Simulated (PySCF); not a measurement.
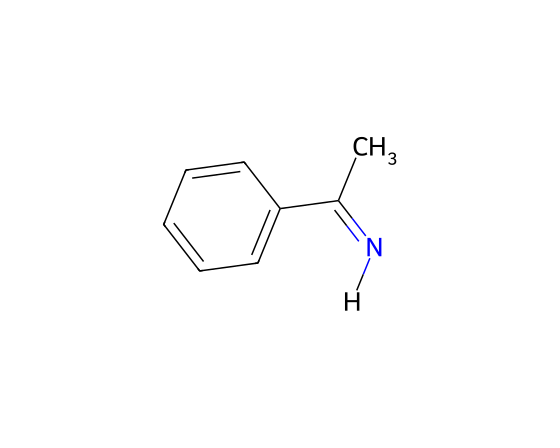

A structural formula.

Give its SMILES.

Answer. [H]/N=C(/C)c1ccccc1

Give the formula, hydrogens included.

Answer. C8H9N.

An optimisation with GFN2-xTB gave a structure of which point group?

Answer. C1. Other conformers may differ.

The parts below concern this one geometry. Atoms keep their numbers from picture to picture. The geometry was computed by an optimisation with GFN2-xTB. No frequency run is at hand to confirm it as a minimum.

Geometry

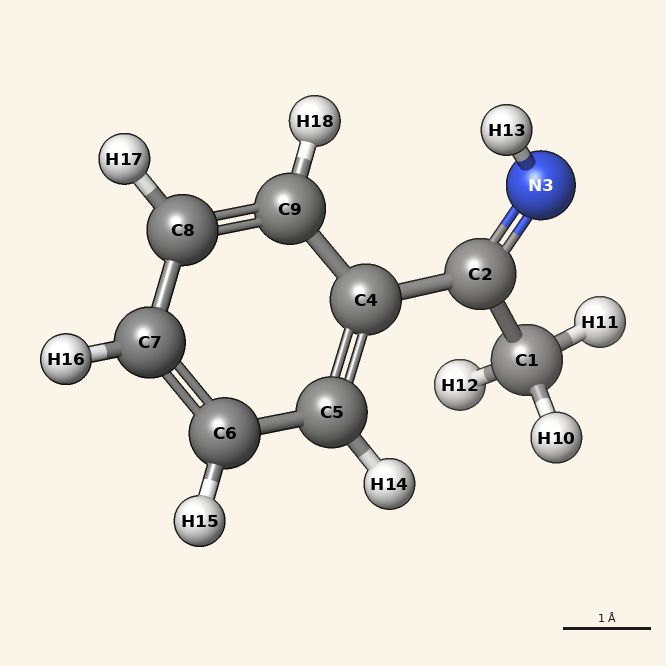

Numbered structure. No frequency run is at hand to confirm it as a minimum.

Estimate the angles C2–C1–H12, C2–N3–H13, C2–C4–C5, C4–C5–C6, C4–C5–H14, C5–C6–C7, C5–C6–H15, C6–C7–C8, C7–C8–C9, C7–C8–H17, C8–C7–H16, C8–C9–H18.

| angle | degrees |
| --- | --- |
| C2–C1–H12 | 110.5 |
| C2–N3–H13 | 115.2 |
| C2–C4–C5 | 121.8 |
| C4–C5–C6 | 120.5 |
| C4–C5–H14 | 120.0 |
| C5–C6–C7 | 120.3 |
| C5–C6–H15 | 119.8 |
| C6–C7–C8 | 119.7 |
| C7–C8–C9 | 120.0 |
| C7–C8–H17 | 120.2 |
| C8–C7–H16 | 120.1 |
| C8–C9–H18 | 119.8 |

NMR shielding

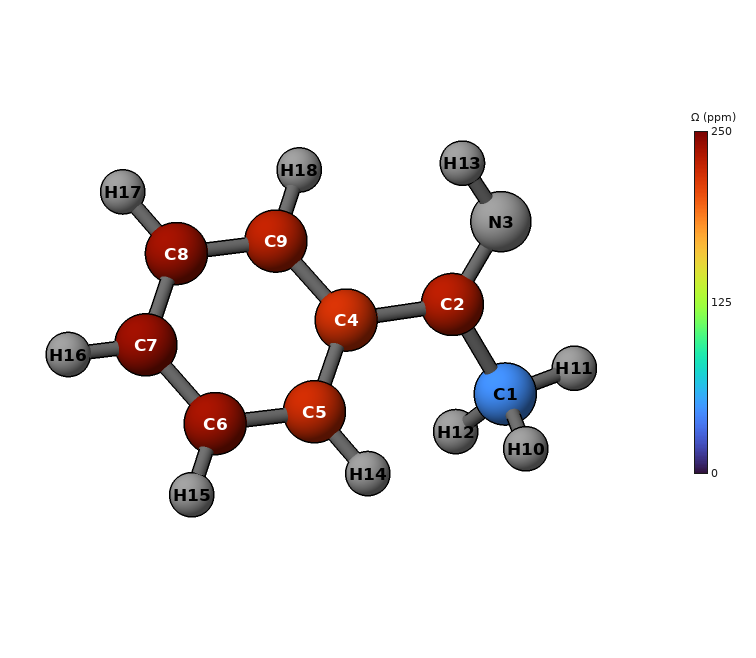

The C atoms are coloured by the span of their shielding tensor. No frequency run is at hand to confirm it as a minimum. Level of theory: GIAO PBE0/pcSseg-1 NMR shielding, non-relativistic, gas phase (PySCF 2.14.0). Principal shieldings σ11 ≤ σ22 ≤ σ33, span Ω = σ33 − σ11, skew κ = 3(σiso − σ22)/Ω.

Give the shielding tensors of the C atoms.

| atom | σ11 | σ22 | σ33 | σiso | Ω | κ |
| --- | --- | --- | --- | --- | --- | --- |
| C1 | 139.8 | 151.8 | 185.8 | 159.1 | 46.0 | 0.48 |
| C2 | −103.2 | −3.0 | 125.7 | 6.5 | 228.8 | 0.12 |
| C4 | −50.7 | 6.3 | 166.1 | 40.6 | 216.8 | 0.47 |
| C5 | −43.9 | 36.1 | 176.5 | 56.2 | 220.4 | 0.27 |
| C6 | −57.4 | 38.4 | 178.5 | 53.2 | 235.9 | 0.19 |
| C7 | −59.9 | 36.2 | 178.6 | 51.6 | 238.5 | 0.19 |
| C8 | −58.7 | 37.8 | 178.1 | 52.4 | 236.8 | 0.18 |
| C9 | −50.3 | 40.9 | 175.8 | 55.5 | 226.0 | 0.19 |

Shieldings and span in ppm.

Dipole moment

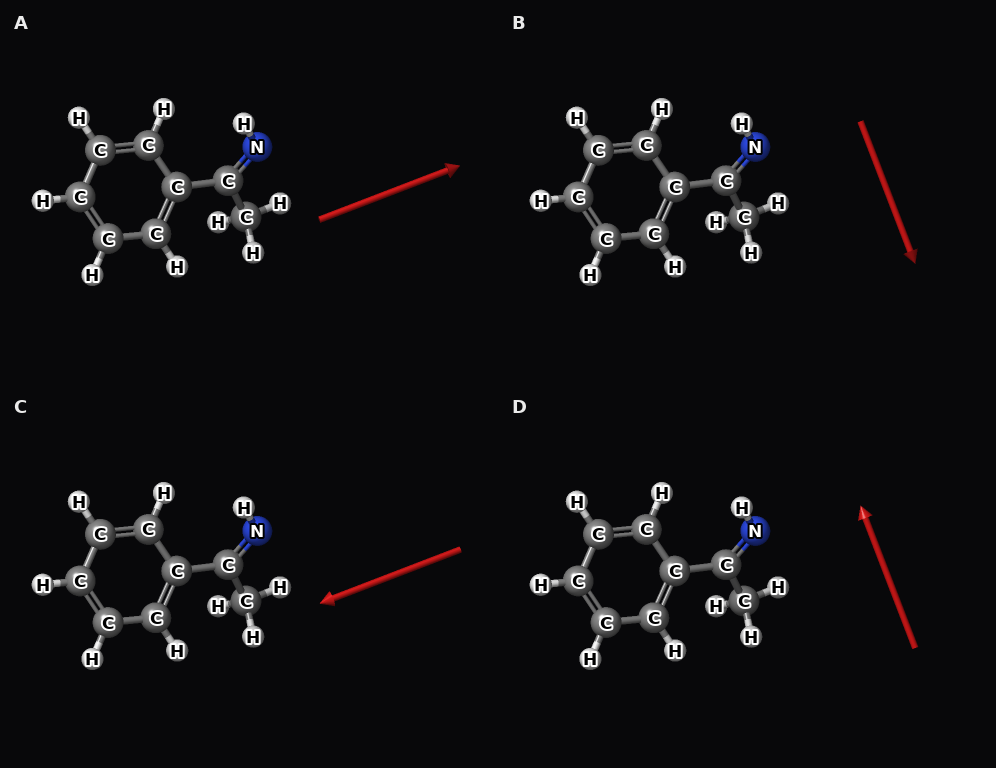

The same molecule four times, each with an arrow. No frequency run is at hand to confirm it as a minimum. Properties computed with PBE0/pcSseg-1, gas phase (PySCF 2.14.0).

Which arrow points along the dipole moment, from the negative to the positive end?

Answer. C. The dipole moment is 2.49 D.

Excitation

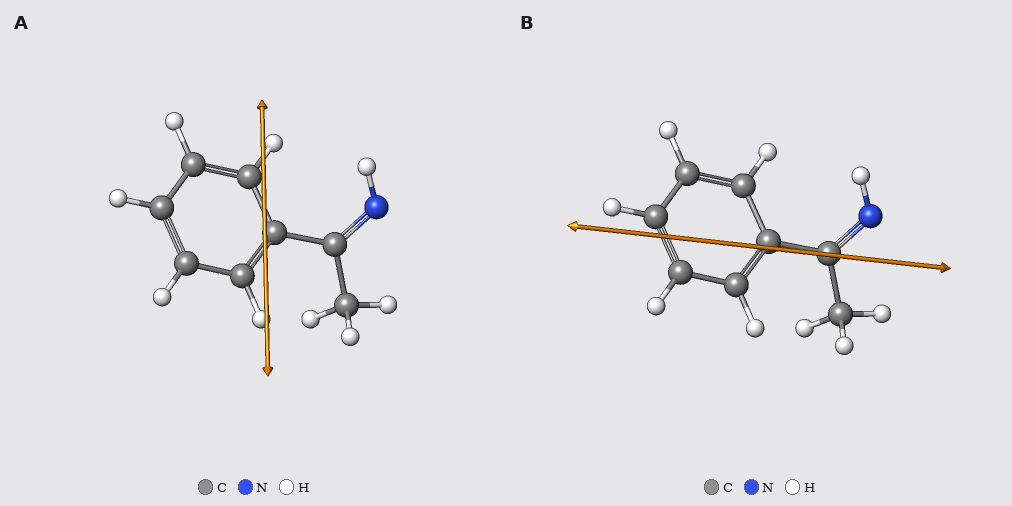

The double arrows show the directions of two transition dipoles from the ground state (lengths mean nothing). No frequency run is at hand to confirm it as a minimum. Properties computed with TDDFT PBE0/def2-SVPD, vertical, gas phase, core orbitals frozen in the response (PySCF 2.14.0).

One belongs to singlet state 3 and one to singlet state 5. Which is which?

Answer. A: state 5, 6.42 eV (193 nm), oscillator strength 0.15, of mixed character, with the largest part HOMO−1 → LUMO+1 (weight 0.45).
B: state 3, 5.58 eV (222 nm), oscillator strength 0.17, of mixed character, with the largest part HOMO−1 → LUMO (weight 0.48).

Polarisability

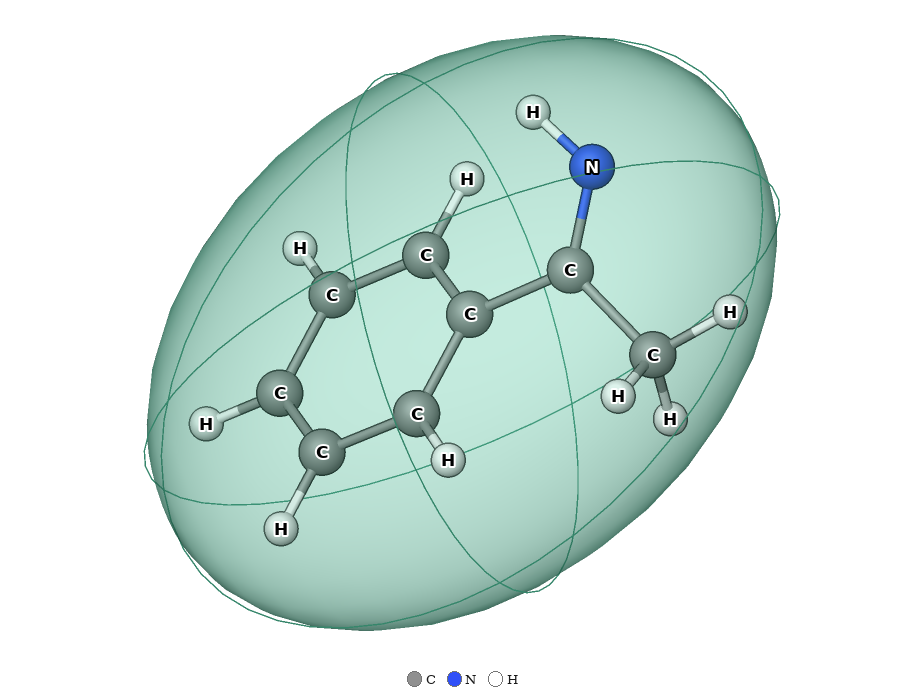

The ellipsoid shows the static dipole polarisability: its half-axes are proportional to the principal values. No frequency run is at hand to confirm it as a minimum. Level of theory: PBE0/def2-SVPD (PySCF 2.14.0).

How large and how anisotropic is the polarisability?

Answer. Principal values 63.2, 104.0, 128.9 bohr³; mean 98.7 bohr³ (14.63 Å³); anisotropy 57.4 bohr³, so the longest axis is 2.04 times the shortest.
